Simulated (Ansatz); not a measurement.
**C2H5N (N-methylmethanimine): a chain of runs**

Wanted: a series of 26 runs (HF/STO-3G, UHF/STO-3G, HF/3-21G, UHF/3-21G, HF/6-31G*, UHF/6-31G*, B3LYP/6-31G*, UB3LYP/6-31G*, and more) of C2H5N. 

The results are computed with Ansatz 0.2.0.

### Step 1. The system as given

The species is C2H5N (8 atoms), meant as a singlet with charge 0. As SMILES, `C=NC`. The coordinates come from a PBE0-D4/def2-TZVP relaxation. The run starts from this shape.

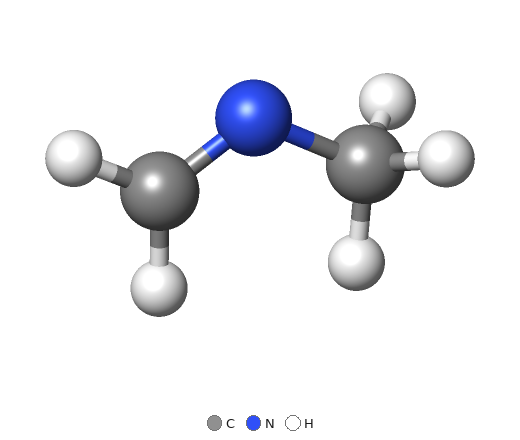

Viewed from a chosen angle; carbon grey, nitrogen blue, hydrogen white.

### Step 2. A geometry optimisation at HF/STO-3G (run 1)

Input file job.yaml:

```yaml
crystal:
  periodic: [false, false, false]
  atoms:
    - symbol: C
      position_ang: [-0.710300, 0.748600, -0.789300]
    - symbol: N
      position_ang: [0.446000, 0.313400, -0.558400]
    - symbol: C
      position_ang: [0.623700, -0.564000, 0.568100]
    - symbol: H
      position_ang: [-1.585200, 0.492200, -0.173900]
    - symbol: H
      position_ang: [-0.872600, 1.413800, -1.636900]
    - symbol: H
      position_ang: [-0.302900, -0.759200, 1.127700]
    - symbol: H
      position_ang: [1.036200, -1.514100, 0.218000]
    - symbol: H
      position_ang: [1.365100, -0.130600, 1.244700]
basis:
  gaussian: {orbitals: STO-3G}
hamiltonian: {xc: hf}
relax: {f_tol: 0.002}
output: {orbitals: {seedname: orbitals}}
```

Run with:

```sh
$ ansatz run job.yaml --threads 1 --pin off --max-ram 3480MiB --events-out events.jsonl --progress --plain --runs-dir runs
```

Standard output, shortened:

```text
Warning: RAYON_NUM_THREADS=1 ignored (pool sized by the plan → 1); use --threads N
[...]
Functional definition: HF
  name "HF"
[...]
296 factors; integrals over basis functions are off by at most 1.2e-5 eV
[...]
mean field -3575.70636321 eV, -131.4047851473 hartree, gradient 3.6e-5 eV, S^2 0.000000; 0 other end points of the search recorded, 0 dependent functions left out
[...]
reference -3575.70636321 eV, -131.4047851473 hartree; 12, 12 occupied and 8, 8 virtual orbitals, 296 factors
relax step   1: F+E_penalty+E_count = -3575.70636321 eV  Δ(F+E_penalty+E_count) = +0.000e0 eV  max|allowed force component| = 1.901e0 eV/Å  Δτ_max = 0.0000 Å  (23 SCF iters, accepted)
[...]
relax step   7: F+E_penalty+E_count = -3575.78184364 eV  Δ(F+E_penalty+E_count) = -2.961e-7 eV  max|allowed force component| = 4.325e-3 eV/Å  Δτ_max = 0.0005 Å  (27 SCF iters, accepted)
[...]
relax step   8: F+E_penalty+E_count = -3575.78184419 eV  Δ(F+E_penalty+E_count) = -5.430e-7 eV  max|allowed force component| = 1.265e-3 eV/Å  Δτ_max = 0.0002 Å  (26 SCF iters, accepted)
296 factors; integrals over basis functions are off by at most 1.1e-5 eV
[...]
mean field -3575.78184419 eV, -131.4075590218 hartree, gradient 1.6e-5 eV, S^2 0.000000; 1 other end points of the search recorded, 0 dependent functions left out
[...]
reference -3575.78184419 eV, -131.4075590218 hartree; 12, 12 occupied and 8, 8 virtual orbitals, 296 factors
Total energy: -3575.78184419 eV, -131.4075590218 hartree
Atom 0 at    -0.716616     0.754014    -0.794239 Å, force     0.000653     0.000173     0.000736 eV/Å
Atom 1 at     0.463865     0.329125    -0.588852 Å, force    -0.000497    -0.000276    -0.000890 eV/Å
Atom 2 at     0.634064    -0.578733     0.583535 Å, force     0.000028    -0.000412     0.000238 eV/Å
Atom 3 at    -1.585683     0.503454    -0.184558 Å, force    -0.001265    -0.000087     0.000529 eV/Å
Atom 4 at    -0.900535     1.419272    -1.635184 Å, force     0.000703     0.000164    -0.000505 eV/Å
Atom 5 at    -0.294477    -0.761963     1.125402 Å, force     0.000074    -0.000110    -0.000229 eV/Å
Atom 6 at     1.036213    -1.528819     0.231455 Å, force     0.000255     0.000130    -0.000093 eV/Å
Atom 7 at     1.363169    -0.136251     1.262441 Å, force     0.000049     0.000417     0.000214 eV/Å
Dipole moment:    -0.241870    -0.097525     0.206979 e Å
```

Run time: 3.9 s. Hardware: 1 thread of Intel Xeon 6975P-C (Granite Rapids), shared host; peak memory 0.12 GiB.

Step by step:

| step | energy from the first frame kept (eV) | largest force (eV/Å) |
| --- | --- | --- |
| 1 | 0.0000 | 2.3909 |
| 2 | -0.0673 | 0.7349 |
| 3 | -0.0752 | 0.0744 |
| 4 | -0.0711 | 0.3607 |
| 5 | -0.0755 | 0.0225 |
| 6 | -0.0755 | 0.0031 |
| 7 | -0.0755 | 0.0044 |
| 8 | -0.0755 | 0.0014 |

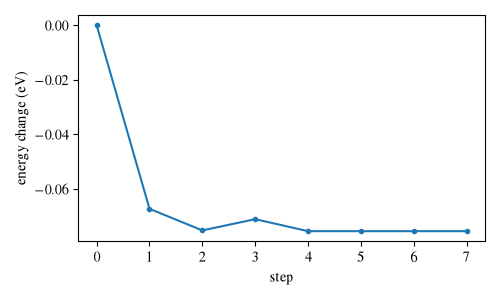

Energy along the run.

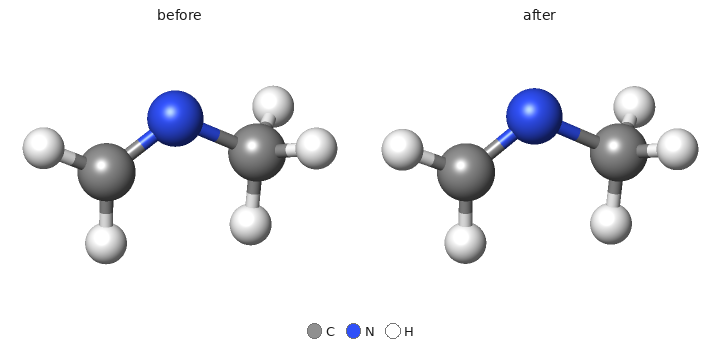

Before and after, at one scale.

After the run. Bond lengths: C1–N2 1.271 Å, N2–C3 1.493 Å, C1–H4 1.091 Å, C1–H5 1.088 Å, C3–H6 1.091 Å, C3–H7 1.090 Å, C3–H8 1.090 Å. Angles: C1–N2–C3 115.9°, N2–C1–H4 124.9°, N2–C1–H5 119.1°, N2–C3–H6 113.3°, N2–C3–H7 108.6°, N2–C3–H8 108.6°, H4–C1–H5 116.0°, H6–C3–H7 109.2°, H6–C3–H8 109.2°, H7–C3–H8 107.9°.

### Step 3. The harmonic vibrations at HF/STO-3G (run 2)

Input file run.yaml:

```yaml
crystal:
  periodic: [false, false, false]
  atoms:
    - {symbol: C, position_ang: [-0.716616, 0.754014, -0.794239]}
    - {symbol: N, position_ang: [0.463865, 0.329125, -0.588852]}
    - {symbol: C, position_ang: [0.634064, -0.578733, 0.583535]}
    - {symbol: H, position_ang: [-1.585683, 0.503454, -0.184558]}
    - {symbol: H, position_ang: [-0.900535, 1.419272, -1.635184]}
    - {symbol: H, position_ang: [-0.294477, -0.761963, 1.125402]}
    - {symbol: H, position_ang: [1.036213, -1.528819, 0.231455]}
    - {symbol: H, position_ang: [1.363169, -0.136251, 1.262441]}
basis:
  gaussian:
    orbitals: STO-3G
hamiltonian:
  xc: hf
phonons:
  temperatures: {t_min: 298.15, t_max: 298.15, t_step: 1}
```

Run with:

```sh
$ ansatz run run.yaml --threads 1 --pin off --max-ram 3480MiB --events-out events.jsonl --progress --plain --runs-dir runs
```

Standard output, shortened:

```text
Warning: RAYON_NUM_THREADS=1 ignored (pool sized by the plan → 1); use --threads N
Functional definition: HF
  name "HF"
[...]
296 factors; integrals over basis functions are off by at most 1.1e-5 eV
[...]
mean field -3575.78184738 eV, -131.4075591392 hartree, gradient 4.1e-5 eV, S^2 0.000000; 0 other end points of the search recorded, 0 dependent functions left out
[...]
reference -3575.78184738 eV, -131.4075591392 hartree; 12, 12 occupied and 8, 8 virtual orbitals, 296 factors
[...]
296 factors; integrals over basis functions are off by at most 1.1e-5 eV
[...]
mean field -3575.78148629 eV, -131.4075458693 hartree, gradient 9.4e-7 eV, S^2 0.000000; 0 other end points of the search recorded, 0 dependent functions left out
[...]
reference -3575.78148629 eV, -131.4075458693 hartree; 12, 12 occupied and 8, 8 virtual orbitals, 296 factors
[...]
296 factors; integrals over basis functions are off by at most 1.1e-5 eV
[...]
Total energy: -3575.78184738 eV, -131.4075591392 hartree
Atom 0 at    -0.716616     0.754014    -0.794239 Å, force     0.000645     0.000173     0.000749 eV/Å
Atom 1 at     0.463865     0.329125    -0.588852 Å, force    -0.000495    -0.000260    -0.000901 eV/Å
Atom 2 at     0.634064    -0.578733     0.583535 Å, force    -0.000001    -0.000473     0.000205 eV/Å
Atom 3 at    -1.585683     0.503454    -0.184558 Å, force    -0.001253    -0.000094     0.000532 eV/Å
Atom 4 at    -0.900535     1.419272    -1.635184 Å, force     0.000706     0.000168    -0.000517 eV/Å
Atom 5 at    -0.294477    -0.761963     1.125402 Å, force     0.000082    -0.000101    -0.000222 eV/Å
Atom 6 at     1.036213    -1.528819     0.231455 Å, force     0.000250     0.000152    -0.000084 eV/Å
Atom 7 at     1.363169    -0.136251     1.262441 Å, force     0.000067     0.000434     0.000239 eV/Å
Dipole moment:    -0.241870    -0.097525     0.206979 e Å
Vibrations: 175.62 537.24 805.59 1120.19 1196.35 1268.31 1303.64 1420.84 1714.23 1733.44 1800.36 1807.28 2029.32 3541.02 3584.75 3726.14 3728.22 3748.91 cm⁻¹, zero-point energy 2.184692 eV
```

Run time: 9 s. Hardware: 1 thread of Intel Xeon 6975P-C (Granite Rapids), shared host.

Runs 3 to 15 aren't shown in full; the table further down has their settings and results.

### Step 4. The doublet cation: a geometry optimisation at UB3LYP/6-31G(d) (Cartesian functions) (run 16)

Input file molecule.yaml:

```yaml
crystal:
  periodic: [false, false, false]
  atoms:
    - symbol: C
      position_ang: [-0.715715, 0.753526, -0.793519]
    - symbol: "N"
      position_ang: [0.450114, 0.313750, -0.565880]
    - symbol: C
      position_ang: [0.628351, -0.570010, 0.572945]
    - symbol: H
      position_ang: [-1.597770, 0.505802, -0.180987]
    - symbol: H
      position_ang: [-0.879671, 1.419956, -1.642936]
    - symbol: H
      position_ang: [-0.298234, -0.771037, 1.136823]
    - symbol: H
      position_ang: [1.044215, -1.521921, 0.222069]
    - symbol: H
      position_ang: [1.368709, -0.129967, 1.251486]
basis:
  gaussian: {orbitals: "6-31G*"}
total_charge: 1
magnetization: {spin_polarized: true, initial_magnetization: 1}
hamiltonian: {xc: {name: B3LYP}}
relax: {}
```

Run with:

```sh
$ ansatz run molecule.yaml --threads 1 --pin off --max-ram 3480MiB --events-out events.jsonl --progress --plain --runs-dir runs
```

Standard output, shortened:

```text
Warning: RAYON_NUM_THREADS=1 ignored (pool sized by the plan → 1); use --threads N
[...]
Functional definition: B3LYP
  name "B3LYP"
[...]
659 factors; integrals over basis functions are off by at most 3.5e-4 eV
[...]
mean field -3635.05423200 eV, -133.5857790979 hartree, gradient 2.3e-5 eV, S^2 0.760831; 2 other end points of the search recorded, 0 dependent functions left out
[...]
reference -3635.05439233 eV, -133.5857849898 hartree; 12, 11 occupied and 43, 44 virtual orbitals, 659 factors
relax step   1: F+E_penalty+E_count = -3635.05423200 eV  Δ(F+E_penalty+E_count) = +0.000e0 eV  max|allowed force component| = 4.261e0 eV/Å  Δτ_max = 0.0000 Å  (42 SCF iters, accepted)
[...]
relax step   7: F+E_penalty+E_count = -3635.91535020 eV  Δ(F+E_penalty+E_count) = -3.798e-4 eV  max|allowed force component| = 5.194e-2 eV/Å  Δτ_max = 0.0090 Å  (29 SCF iters, accepted)
[...]
reference -3635.91564207 eV, -133.6174353341 hartree; 12, 11 occupied and 43, 44 virtual orbitals, 659 factors
Total energy: -3635.91564207 eV, -133.6174353341 hartree
Atom 0 at    -0.840679     0.819281    -0.843116 Å, force     0.008468    -0.005410     0.005740 eV/Å
Atom 1 at     0.087099     0.201610    -0.300293 Å, force    -0.008261     0.006396    -0.006021 eV/Å
Atom 2 at     0.710369    -0.642913     0.645605 Å, force     0.002835    -0.001313     0.001181 eV/Å
Atom 3 at    -1.866507     0.763226    -0.443610 Å, force    -0.003219    -0.000037     0.000631 eV/Å
Atom 4 at    -0.649949     1.432732    -1.732858 Å, force     0.001153     0.001078    -0.002350 eV/Å
Atom 5 at    -0.061293    -0.990022     1.357834 Å, force    -0.000419    -0.000553     0.000994 eV/Å
Atom 6 at     1.144178    -1.506432     0.129870 Å, force     0.000035     0.000858     0.000547 eV/Å
Atom 7 at     1.476780    -0.077382     1.186568 Å, force    -0.000591    -0.001019    -0.000722 eV/Å
Dipole moment:    -0.204149     0.080135    -0.043952 e Å
```

Run time: 16 s. Hardware: 1 thread of Intel Xeon 6975P-C (Granite Rapids), shared host; peak memory 0.16 GiB.

Steps, from the record of the run:

| step | energy from the first frame kept (eV) | largest force (eV/Å) |
| --- | --- | --- |
| 1 | 0.0000 | 4.9172 |
| 2 | -0.6165 | 2.5691 |
| 3 | -0.6891 | 2.5071 |
| 4 | -0.8353 | 0.3944 |
| 5 | -0.8528 | 0.3375 |
| 6 | -0.8607 | 0.0775 |
| 7 | -0.8611 | 0.0526 |
| 8 | -0.8612 | 0.0121 |

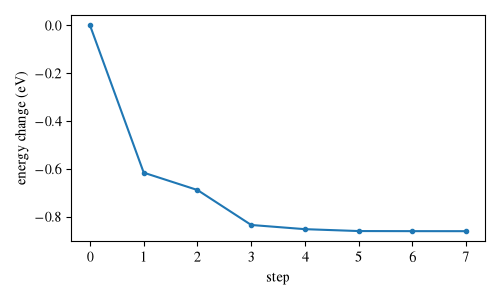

Energy along the run.

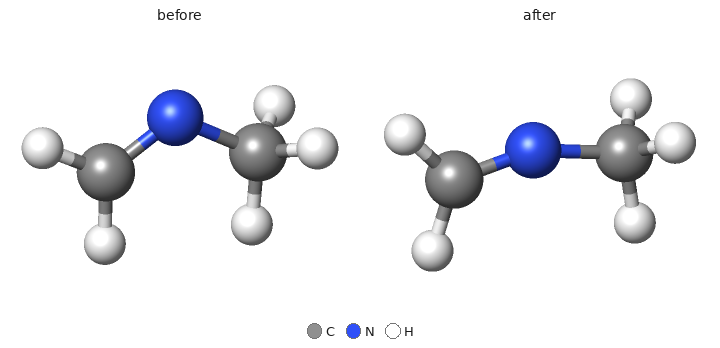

Before and after, at one scale.

After the run. Bond lengths: C1–N2 1.240 Å, N2–C3 1.413 Å, C1–H4 1.102 Å, C1–H5 1.097 Å, C3–H6 1.106 Å, C3–H7 1.095 Å, C3–H8 1.095 Å. Angles: C1–N2–C3 157.1°, N2–C1–H4 120.8°, N2–C1–H5 120.2°, N2–C3–H6 108.1°, N2–C3–H7 109.3°, N2–C3–H8 109.3°, H4–C1–H5 118.9°, H6–C3–H7 109.4°, H6–C3–H8 109.4°, H7–C3–H8 111.2°.

Runs 17 to 25 aren't shown in full; the table further down has their settings and results.

### Step 5. Vibrational wavenumbers at B3LYP-D4/def2-TZVP (run 26)

Input file job.yaml:

```yaml
crystal:
  periodic: [false, false, false]
  atoms:
    - {symbol: C, position_ang: [-0.714113, 0.752496, -0.792621]}
    - {symbol: "N", position_ang: [0.442474, 0.312114, -0.561207]}
    - {symbol: C, position_ang: [0.627018, -0.569360, 0.572457]}
    - {symbol: H, position_ang: [-1.590202, 0.502374, -0.178447]}
    - {symbol: H, position_ang: [-0.874840, 1.416427, -1.639893]}
    - {symbol: H, position_ang: [-0.298117, -0.767386, 1.131728]}
    - {symbol: H, position_ang: [1.042324, -1.516520, 0.221248]}
    - {symbol: H, position_ang: [1.365456, -0.130046, 1.246736]}
basis:
  gaussian:
    orbitals: def2-TZVP
total_charge: 0
phonons:
  temperatures: {t_min: 298.15, t_max: 298.15, t_step: 1}
hamiltonian:
  xc: {name: B3LYP}
  dispersion: d4
```

Run with:

```sh
$ ansatz run job.yaml --threads 1 --pin off --max-ram 3480MiB --events-out events.jsonl --progress --plain --runs-dir runs
```

Standard output, shortened:

```text
Warning: RAYON_NUM_THREADS=1 ignored (pool sized by the plan → 1); use --threads N
Functional definition: B3LYP
  name "B3LYP"
[...]
735 factors; their error is unknown
[...]
mean field -3646.26233371 eV, -133.9976692383 hartree, gradient 5.3e-5 eV, S^2 0.000000; 0 other end points of the search recorded, 0 dependent functions left out
[...]
reference -3646.26256349 eV, -133.9976776826 hartree; 12, 12 occupied and 111, 111 virtual orbitals, 735 factors
[...]
735 factors; their error is unknown
mean field -3646.26206300 eV, -133.9976592900 hartree, gradient 2.6e-6 eV, S^2 0.000000; 0 other end points of the search recorded, 0 dependent functions left out
[...]
reference -3646.26229287 eV, -133.9976677377 hartree; 12, 12 occupied and 111, 111 virtual orbitals, 735 factors
[...]
735 factors; their error is unknown
[...]
Total energy: -3646.41483075 eV, -134.0032734014 hartree
Atom 0 at    -0.714113     0.752496    -0.792621 Å, force     0.000874    -0.000540     0.001089 eV/Å
Atom 1 at     0.442474     0.312114    -0.561207 Å, force    -0.000434    -0.000125    -0.000724 eV/Å
Atom 2 at     0.627018    -0.569360     0.572457 Å, force    -0.000389     0.000240     0.000583 eV/Å
Atom 3 at    -1.590202     0.502374    -0.178447 Å, force    -0.000092    -0.000198    -0.000161 eV/Å
Atom 4 at    -0.874840     1.416427    -1.639893 Å, force     0.000083     0.000517    -0.000440 eV/Å
Atom 5 at    -0.298117    -0.767386     1.131728 Å, force     0.000430    -0.000285     0.000073 eV/Å
Atom 6 at     1.042324    -1.516520     0.221248 Å, force    -0.000342    -0.000175    -0.000442 eV/Å
Atom 7 at     1.365456    -0.130046     1.246736 Å, force    -0.000130     0.000567     0.000022 eV/Å
Dipole moment:    -0.246697    -0.069698     0.171866 e Å
Vibrations: 218.21 479.31 697.18 965.40 1065.36 1125.16 1144.04 1241.26 1435.45 1476.17 1479.04 1508.79 1740.47 2968.03 2980.09 3066.23 3084.18 3127.50 cm⁻¹, zero-point energy 1.847480 eV
```

Run time: 71 s. Hardware: 1 thread of Intel Xeon 6975P-C (Granite Rapids), shared host; peak memory 0.23 GiB.

### Step 6. Overview of the runs

| run | level | task | walk f tol | partner | energy (Eh) | dipole moment (D) | wall time |
| --- | --- | --- | --- | --- | --- | --- | --- |
| 1 | HF/STO-3G | optimise | 0.002 | base | -131.407559 | 1.60 | 3.9 s |
| 2 | HF/STO-3G | frequencies | – | base | -131.407559 | 1.60 | 9 s |
| 3 | UHF/STO-3G | energy | – | cation | -131.157882 | – | 0.12 s |
| 4 | UHF/STO-3G | optimise | – | cation | -131.193631 | – | 2.8 s |
| 5 | HF/3-21G | optimise | 0.002 | base | -132.312312 | 1.84 | 2.8 s |
| 6 | HF/3-21G | frequencies | – | base | -132.312313 | 1.84 | 11 s |
| 7 | UHF/3-21G | energy | – | cation | -132.015441 | – | 0.2 s |
| 8 | UHF/3-21G | optimise | – | cation | -132.042557 | – | 4.2 s |
| 9 | HF/6-31G* (Cartesian functions) | optimise | 0.002 | base | -133.061489 | 1.74 | 5.4 s |
| 10 | HF/6-31G* (Cartesian functions) | frequencies | – | base | -133.061489 | 1.74 | 23 s |
| 11 | UHF/6-31G* (Cartesian functions) | energy | – | cation | -132.750518 | – | 0.42 s |
| 12 | UHF/6-31G* (Cartesian functions) | optimise | – | cation | -132.780031 | – | 6.9 s |
| 13 | B3LYP/6-31G* (Cartesian functions) | optimise | 0.002 | base | -133.942342 | 1.44 | 11 s |
| 14 | B3LYP/6-31G* (Cartesian functions) | frequencies | – | base | -133.942342 | 1.44 | 41 s |
| 15 | UB3LYP/6-31G* (Cartesian functions) | energy | – | cation | -133.585786 | – | 1.8 s |
| 16 | UB3LYP/6-31G* (Cartesian functions) | optimise | – | cation | -133.617435 | – | 16 s |
| 17 | PBE/def2-SVP | optimise | 0.002 | base | -133.662092 | 1.27 | 8.1 s |
| 18 | PBE/def2-SVP | frequencies | – | base | -133.662092 | 1.27 | 32 s |
| 19 | UPBE/def2-SVP | energy | – | cation | -133.311250 | – | 1.7 s |
| 20 | UPBE/def2-SVP | optimise | – | cation | -133.342964 | – | 17 s |
| 21 | MP2/6-31G* (Cartesian functions) | optimise | 0.002 | base | -133.478868 | 1.60 | 6.6 s |
| 22 | MP2/6-31G* (Cartesian functions) | frequencies | – | base | -133.478868 | 1.60 | 35 s |
| 23 | UMP2/6-31G* (Cartesian functions) | energy | – | cation | -133.111205 | – | 0.56 s |
| 24 | UMP2/6-31G* (Cartesian functions) | optimise | – | cation | -133.147608 | – | 12 s |
| 25 | B3LYP-D4/def2-TZVP | optimise | 0.002 | base | -134.003273 | 1.48 | 21 s |
| 26 | B3LYP-D4/def2-TZVP | frequencies | – | base | -134.003273 | 1.48 | 71 s |

### Step 7. Summary of results

```
                                                                             quantity          value
                                             run 26, B3LYP-D4/def2-TZVP: total energy  -134.00327 Eh
                                            run 26, B3LYP-D4/def2-TZVP: dipole moment         1.48 D
                                        run 26, B3LYP-D4/def2-TZVP: dispersion energy  -14.69 kJ/mol
                                 run 26, B3LYP-D4/def2-TZVP: largest force on an atom     0.001 eV/Å
                               run 26, B3LYP-D4/def2-TZVP: lowest harmonic wavenumber       218 cm⁻¹
                              run 26, B3LYP-D4/def2-TZVP: highest harmonic wavenumber      3128 cm⁻¹
                                        run 26, B3LYP-D4/def2-TZVP: zero-point energy   178.3 kJ/mol
                         vertical ionisation energy (to the doublet cation), HF/3-21G       8.078 eV
                        vertical ionisation energy (to the doublet cation), HF/6-31G*       8.462 eV
                     vertical ionisation energy (to the doublet cation), PBE/def2-SVP       9.547 eV
                       vertical ionisation energy (to the doublet cation), MP2/6-31G*      10.005 eV
   adiabatic ionisation energy (to the doublet cation, no zero-point term), HF/6-31G*       7.659 eV
adiabatic ionisation energy (to the doublet cation, no zero-point term), B3LYP/6-31G*       8.841 eV
adiabatic ionisation energy (to the doublet cation, no zero-point term), PBE/def2-SVP       8.684 eV
  adiabatic ionisation energy (to the doublet cation, no zero-point term), MP2/6-31G*       9.014 eV
```

At HF/3-21G: removing an electron at fixed nuclei costs 8.08 eV (779 kJ/mol). Its partner is spin-contaminated (⟨S²⟩ = 0.95 against 0.75), so the difference is in doubt. At HF/6-31G*: the vertical ionisation energy comes to 8.46 eV (195 kcal/mol). Its partner is spin-contaminated (⟨S²⟩ = 0.90 against 0.75), so the difference is in doubt. At PBE/def2-SVP: removing an electron at fixed nuclei costs 9.55 eV (220 kcal/mol). At MP2/6-31G*: the vertical ionisation energy comes to 10.00 eV (231 kcal/mol). Totals of different functionals can't be ranked against each other. In runs 21, 22 the log says that unrestricted orbitals would lower the reference, so the values rest on an unstable closed-shell determinant (other closed-shell runs at this shape may share the fault). In runs 1, 2, 3, 4 the basis is minimal, so the values are rough. Spin contamination of the reference: run 4 ⟨S²⟩ = 1.21, run 3 ⟨S²⟩ = 1.05, run 8 ⟨S²⟩ = 0.96, run 23 ⟨S²⟩ = 0.96, run 7 ⟨S²⟩ = 0.95, run 11 ⟨S²⟩ = 0.90 (the largest). All runs together took 5.8 min, the longest 71 s.
